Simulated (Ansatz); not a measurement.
# C₂H₅AlFGa: how energies converge with the basis set

Aim: see how fast density functionals converge with the basis set for C₂H₅AlFGa.

The runs use Ansatz 0.2.0, Gaussian basis; one geometry, several basis sets.

Plan: PBE0-D4/def2-SVP; ωB97M-V/def2-SVP; PBE0-D4/def2-QZVPP; ωB97M-V/def2-QZVPP; the functionals' def2-TZVPP values are taken from earlier runs.

### 1 The geometry

The geometry comes from an earlier relaxation with PBE0-D4 in a triple-zeta def2 set; it is a stationary point, not always the lowest conformer.

SMILES `F/[C]([GaH2])=[CH]/[AlH2]`, 10 atoms, charge 0, spin multiplicity 1.

Atoms are counted from 1 here; the program's logs count them from 0.

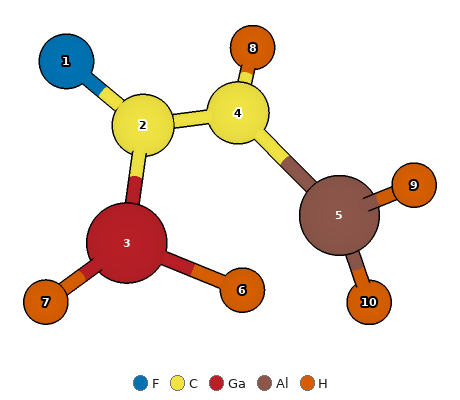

The geometry (fluorine blue, carbon yellow, gallium red, aluminium brown, hydrogen orange); atoms are numbered from 1 in the order of the file.

### 2 PBE0-D4 in def2-SVP

in.yaml

```yaml
crystal:
  periodic: [false, false, false]
  atoms:
    - {symbol: F, position_ang: [0.192444, -2.712830, 0.244996]}
    - {symbol: C, position_ang: [0.120774, -1.367904, 0.130948]}
    - {symbol: Ga, position_ang: [1.607346, -0.188542, 0.469147]}
    - {symbol: C, position_ang: [-0.993972, -0.728711, -0.231537]}
    - {symbol: Al, position_ang: [-0.886846, 1.250604, -0.338318]}
    - {symbol: H, position_ang: [0.948625, 1.289811, 0.183370]}
    - {symbol: H, position_ang: [3.099359, -0.194979, 0.887831]}
    - {symbol: H, position_ang: [-1.875868, -1.339436, -0.440755]}
    - {symbol: H, position_ang: [-1.485591, 2.088256, 0.873638]}
    - {symbol: H, position_ang: [-0.726261, 1.903730, -1.779331]}
basis:
  gaussian: {orbitals: def2-SVP}
hamiltonian: {xc: pbe0, dispersion: d4}
output: {orbitals: {seedname: orbitals}}
```

Run with:

```sh
$ ansatz run in.yaml --threads 4 --pin off --events-out ev --progress --plain --max-ram 10444MiB
```

Further steps of the session: ωB97M-V in def2-SVP; PBE0-D4 in def2-QZVPP; ωB97M-V in def2-QZVPP.

Before running them: what should the planned runs give, taken together? Wanted: PBE0-D4: double and triple zeta above quadruple; ωB97M-V: double and triple zeta above quadruple.

**Answer**, as computed:

| quantity | value |
| --- | --- |
| PBE0-D4: double and triple zeta above quadruple | 16.36, 1.65 eV |
| ωB97M-V: double and triple zeta above quadruple | 16.46, 1.60 eV |

What this shows: PBE0-D4 gains 14.71 eV from double to triple zeta, then 1.65 eV more. These are total energies; as a rule much of such shifts cancels in differences, which this series doesn't test.
